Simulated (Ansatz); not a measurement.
# CH3BSe (SMILES B1C[Se]1): molecular dynamics

The task is to watch the atoms for 30 steps of 0.5 fs, started with velocities for 300 K and run at constant energy.

Computed with Ansatz 0.2.0, Gaussian basis. Level: PBE0-D4/cc-pVDZ.

## (1) Starting geometry

6 atoms, charge 0, spin multiplicity 1.

Atoms are counted from 1 here; the program's logs count them from 0.

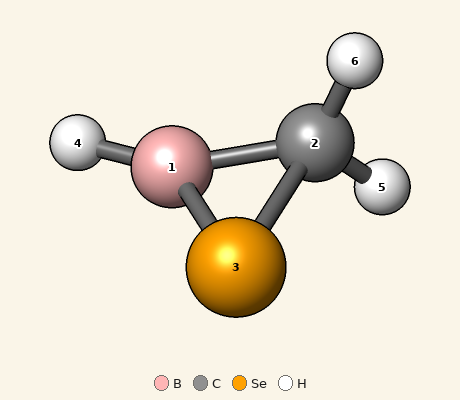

Start geometry, drawn with boron pink, carbon grey, selenium orange, hydrogen white; atoms are numbered from 1 in the order of the file.

Geometry (Å):

```xyz
6
charge 0, multiplicity 1
B    -0.5738   -0.6260   -0.3057
C     0.2462    0.5880    0.1350
Se    0.9697   -1.2474    0.4945
H    -1.5373   -1.0058   -0.8153
H     0.8641    1.1537   -0.5526
H     0.0311    1.1376    1.0441
```

## (2) The run

The input, md/in.yaml:

```yaml
crystal:
  periodic: [false, false, false]
  atoms:
    - {symbol: B, position_ang: [-0.573780, -0.626010, -0.305700]}
    - {symbol: C, position_ang: [0.246220, 0.587970, 0.135030]}
    - {symbol: Se, position_ang: [0.969690, -1.247440, 0.494470]}
    - {symbol: H, position_ang: [-1.537270, -1.005830, -0.815320]}
    - {symbol: H, position_ang: [0.864090, 1.153670, -0.552640]}
    - {symbol: H, position_ang: [0.031050, 1.137630, 1.044150]}
basis:
  gaussian: {orbitals: cc-pVDZ}
hamiltonian: {xc: pbe0, dispersion: d4}
md: {n_steps: 30, timestep: 0.5, temperature: 300, ensemble: nve, seed: 471, initial_velocities: maxwell_boltzmann}
```

Launch:

```console
$ ansatz run in.yaml --threads 2 --pin off --events-out ev --progress --plain --max-ram 3481MiB
```

Before running it: what results should come out? Wanted: temperature at the start; mean temperature, second half; lowest and highest potential energy, from the first frame; largest change of potential + kinetic.

The runs gave:

| quantity | value |
| --- | --- |
| length | 30 steps, 15.0 fs |
| temperature at the start | 300 K |
| mean temperature, second half | 137 K |
| lowest and highest potential energy, from the first frame | -3 and 110 meV |
| largest change of potential + kinetic | 0.8 meV |

What this shows: With no thermostat the total energy should stay fixed; it holds within 0.8 meV, small beside the kinetic energy, so the time step serves. The instant temperature ranges from 88 to 306 K, as energy passes between motion and strain. The bonding pattern stays as it was.
